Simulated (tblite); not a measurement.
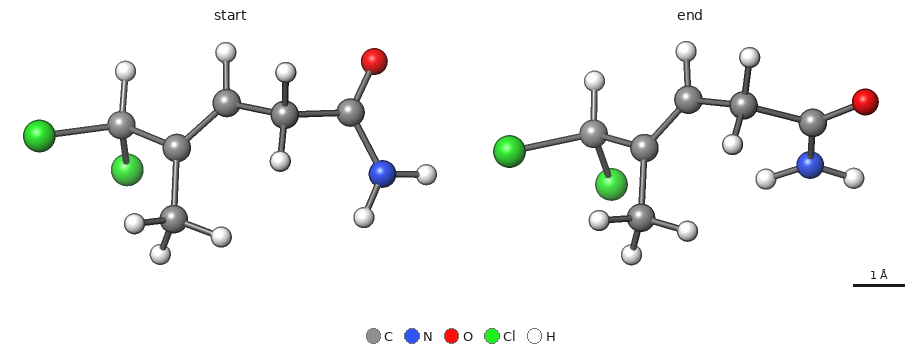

The structure of C$_{6}$H$_{9}$Cl$_{2}$NO before (left) and after (right) a relaxation, at one scale.

The picture is a ball-and-stick view, seen at a tilt.

Method: GFN2-xTB geometry optimisation, gas phase in tblite. 

Summarise the run.

Answer. After 182 geometry steps the energy has fallen by 19.0 kJ/mol. The largest move after the best rigid fit is that of an H atom, 1.95 Å. By element the largest moves are H 1.95 Å, O 1.63 Å, N 0.90 Å, Cl 0.56 Å, C 0.37 Å. Among the contacts that change: C–C 1.372 → 1.333 Å, C–C 1.523 → 1.494 Å, C–N 1.373 → 1.349 Å, C–C 1.513 → 1.535 Å. Bond angles that change, for instance: C–C–H 111.4° → 106.7°, C–C–C 109.4° → 113.4°, C–C–C 123.1° → 125.8°. Groups turn about C–C by about 75°.
